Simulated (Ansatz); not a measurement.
# SiH₃+ (triplet): trial inputs and their diagnosis at distance Si1–H3 = 1.896 Å

3 inputs are run for SiH₃+ (triplet) as typed; the log has to tell whether the result can be used and what must change.

Program: Ansatz 0.2.0, Gaussian basis. Level of theory: the settings change from run to run. These are calculated values, not measurements.

15 further runs of the same task are left out: 11 that didn't finish, 4 set aside as unsound or not needed.

## 1. What is computed

The geometry derives from a PBE0/def2-TZVP stationary point (not a proven minimum). One bond is set to the value named and the two fragments are kept rigid.

4 atoms, charge 1, spin multiplicity 3.

Atoms are counted from 1 here; the program's logs count them from 0.

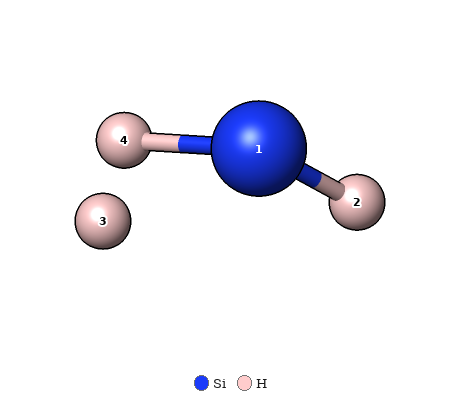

The geometry (silicon blue, hydrogen pink); atoms are numbered from 1 in the order of the file.

## 2. Input 1

Contents of in.yaml:

```yaml
crystal:
  periodic: [false, false, false]
  atoms:
    - {symbol: Si, position_ang: [-0.001697, 0.069185, -0.084843]}
    - {symbol: H, position_ang: [-0.001697, -1.223962, -0.829575]}
    - {symbol: H, position_ang: [0.490007, -0.375612, 1.691445]}
    - {symbol: H, position_ang: [-0.441018, -0.328227, 1.502211]}
basis:
  gaussian: {orbitals: cc-pVTZ}
total_charge: 1
magnetization: {spin_polarized: false, initial_magnetization: 2}
correlation: {active_space: {ras: {orbitals: [2, 2, 67], electrons: 6, max_holes: 2, max_particles: 2}, fixed_orbitals: true}}
output: {forces: true}
```

Launch:

```bash
> ansatz run in.yaml --threads 1 --pin off --events-out ev --progress --plain --max-ram 2393MiB
```

Log:

```text
Functional definition: HF
  name "HF"
  cite "Fock, Z. Phys. 61, 126 (1930) doi:10.1007/BF01340294"
  parent pbe
  exchange = exact_x
  correlation = 0
429 factors; integrals over basis functions are off by at most 8.6e-4 eV
mean field evaluation 1: about -7897.2817 eV, gradient 8.5e0 eV
mean field evaluation 2: about -7897.2851 eV, gradient 8.5e0 eV
mean field evaluation 4: about -7898.1137 eV, gradient 9.6e-1 eV
mean field evaluation 8: about -7898.1360 eV, gradient 5.2e-4 eV
mean field -7898.13603375 eV, -290.2511456914 hartree, gradient 9.8e-6 eV, S^2 2.000000; 0 other end points of the search recorded, 0 dependent functions left out
reference -7898.13603375 eV, -290.2511456914 hartree; 9, 7 occupied and 67, 69 virtual orbitals, 429 factors
Error: with vectors over 177231 determinants and the model space of their search the run needs 2.50 GiB of the host's memory, and 2.33 GiB are given
refused for memory
```

It took 0.51 s on 1 thread of AMD EPYC 7B13, shared host.

**Diagnosis.** The program refused it for memory. The method needs more than --max-ram allows. Cure: a smaller space or basis, or more memory.

## 3. Input 2

Contents of in.yaml:

```yaml
crystal:
  periodic: [false, false, false]
  atoms:
    - {symbol: Si, position_ang: [-0.001697, 0.069185, -0.084843]}
    - {symbol: H, position_ang: [-0.001697, -1.223962, -0.829575]}
    - {symbol: H, position_ang: [0.490007, -0.375612, 1.691445]}
    - {symbol: H, position_ang: [-0.441018, -0.328227, 1.502211]}
basis:
  gaussian: {orbitals: 6-31G}
total_charge: 1
magnetization: {spin_polarized: false, initial_magnetization: 2}
correlation: {method: full_ci, electrons: all}
accuracy: high
```

The command is unchanged.

Log:

```text
Error: YAML parse error: error: line 12 column 23: unknown variant `full_ci`, expected one of mp2, rpa, ccsd, ccsd_t, bccd, bccd_t, ccsdt, ccsdt_q, ccsdt_q_b, ccsdtq, fci, sc_nevpt2, fic_nevpt4_sd, fic_mrcisd_q, fic_mrcisd_q_relaxed
  --> <input>:12:23
   |
10 | total_charge: 1
11 | magnetization: {spin_polarized: false, initial_magnetization: 2}
12 | correlation: {method: full_ci, electrons: all}
   |                       ^ unknown variant `full_ci`, expected one of mp2, rpa, ccsd, ccsd_t, bccd, bccd_t, ccsdt, ccsdt_q, ccsdt_q_b, ccsdtq, fci, sc_nevpt2, fic_nevpt4_sd, fic_mrcisd_q, fic_mrcisd_q_relaxed
13 | accuracy: high
   |
```

It took 0.03 s on 1 thread of AMD EPYC 7B13, shared host.

What is wrong: The run was refused. The method's name isn't one that the program knows. Cure: name one from the list in the message.

## 4. Input 3

Contents of in.yaml:

```yaml
crystal:
  periodic: [false, false, false]
  atoms:
    - {symbol: Si, position_ang: [-0.001697, 0.069185, -0.084843]}
    - {symbol: H, position_ang: [-0.001697, -1.223962, -0.829575]}
    - {symbol: H, position_ang: [0.490007, -0.375612, 1.691445]}
    - {symbol: H, position_ang: [-0.441018, -0.328227, 1.502211]}
basis:
  gaussian: {orbitals: cc-pVDZ}
total_charge: 1
magnetization: {spin_polarized: false, initial_magnetization: 2}
correlation: {active_space: {window: {electrons: 4, orbitals: 4}, states: [{multiplicity: 3, weights: [0]}]}}
```

The command is unchanged.

Log:

```text
Error: set 0 asks for 1 states and needs as many positive weights; it has [0.0]
```

Wall time 0.03 s (1 thread of AMD EPYC 7B13, shared host).

Diagnosis: The run was refused. The list of states asked for (weights, spin or count) can't be met. Cure: mend what the message names.

## 5. Summary

```tsv
input	level	ended	cause	time
1	CISD/cc-pVTZ	out of memory	the method needs more than --max-ram allows	0.51 s
2	'full_ci'/6-31G	refused	the method's name isn't one that the program knows	0.03 s
3	CASSCF(4,4)/cc-pVDZ	refused	the list of states asked for (weights, spin or count) can't be met	0.03 s
```

1 out of memory, 2 refused.
